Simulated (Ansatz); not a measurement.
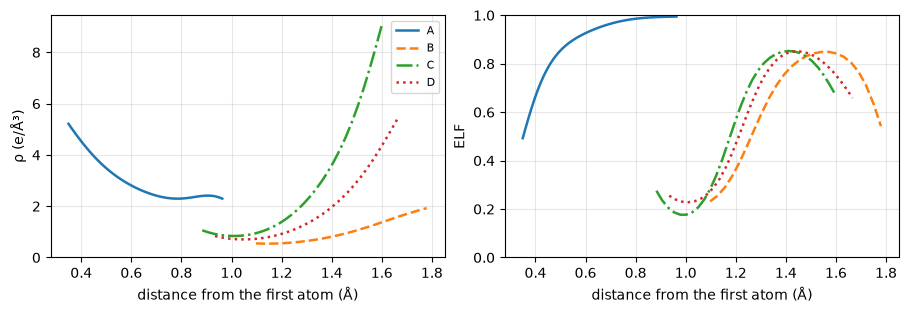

*ClF₃H₂HfO. Electron density and ELF along straight lines between neighbouring atoms. The curves leave out the atomic cores.*

Core potentials replace the inner electrons of Hf.

The calculation used RKS B3LYP/def2-SVP (Ansatz).

```xyz
8

Hf   -0.0246   -0.2290    0.0221
O    -0.2365   -0.2933    2.0296
H    -0.6539    0.2384    2.7157
F     1.7148    0.1536   -0.6771
F    -0.9127    1.4372   -0.2602
Cl   -1.3357   -1.7420   -1.2515
F     1.0455   -2.0004    1.1332
H     0.6384   -1.5648    1.9179
```

> Which curve belongs to which contact (Hf–Cl, Hf–F, Hf–O and O–H)? The first atom named is at distance zero.

Curve A: O–H (0.96 Å): ρ at the midpoint is about 3.6 e/Å³; the ELF climbs to about 1 towards the hydrogen, as it does in any bond to H (an ordinary covalent bond to hydrogen). Curve B: Hf–Cl (2.37 Å): the density is about 0.55 e/Å³ at the midpoint; the ELF peaks at about 0.85 in the valence shell of Cl, 0.8 Å from its nucleus, and is about 0.35 at the midpoint. Curve C: Hf–F (1.91 Å): ρ at the midpoint is about 0.88 e/Å³; the ELF peaks at about 0.85 in the valence shell of F, 0.5 Å from its nucleus, and drops to about 0.20 between the two atoms. Curve D: Hf–O (2.02 Å): ρ at the midpoint is about 0.72 e/Å³; the ELF peaks at about 0.85 in the valence shell of O, 0.6 Å from its nucleus, and drops to about 0.25 between the two atoms.
